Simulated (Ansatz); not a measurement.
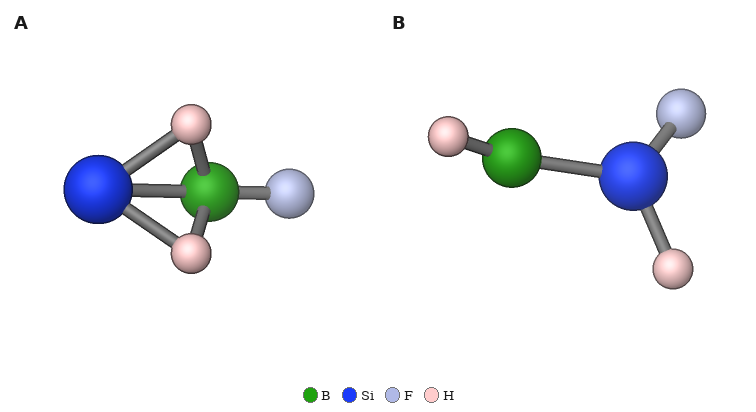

2 stationary structures of one formula. Geometries: PBE0-D4/def2-TZVP. Electronic energies: PBE-D4/def2-TZVPP (Ansatz 0.2.0), without zero-point energy. No frequency run is at hand to confirm each as a minimum.

Which is lowest in energy, and by how much?

A is lowest; B lies 33.0 kcal/mol above it (C1).
